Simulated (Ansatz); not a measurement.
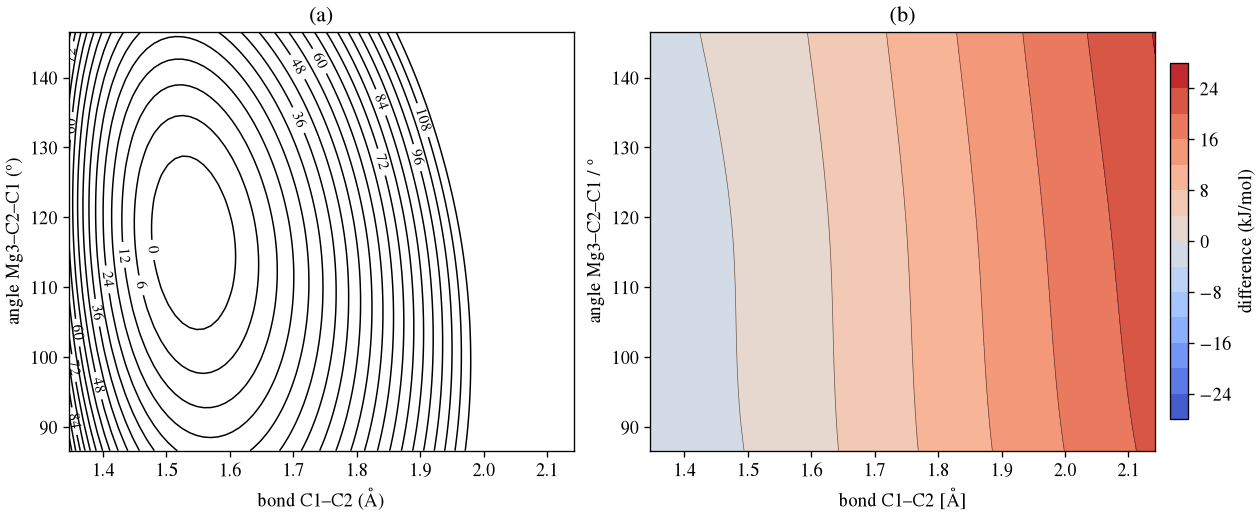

C₂H₅FMg, SMILES C[CH2][Mg][F]. Two internal coordinates are moved rigidly from the geometry relaxed at PBE0-D4/def2-TZVP, all others fixed. First axis: bond C1–C2. Second axis: angle Mg3–C2–C1. The scan uses a 5 × 5 grid. Points are written as (first, second). Energies: kJ/mol, counted from each map's own lowest point. Computed with Ansatz 0.2.0, RKS PBE-D4/def2-TZVPP.

Panel (a): Ansatz, RKS PBE-D4/def2-TZVPP. Panel (b): the map at Ansatz, RKS PBE0-D4/def2-TZVPP less the map of (a), each from its own lowest point.

Q: How does the change of method alter the landscape?

A: The difference runs from −2.6 kJ/mol at (1.346 Å, 86.6°) to 24 kJ/mol at (2.142 Å, 146.6°). The interpolated minimum moves from 1.5411 to 1.5318 Å in bond C1–C2 and 116.46 to 116.50° in angle Mg3–C2–C1.
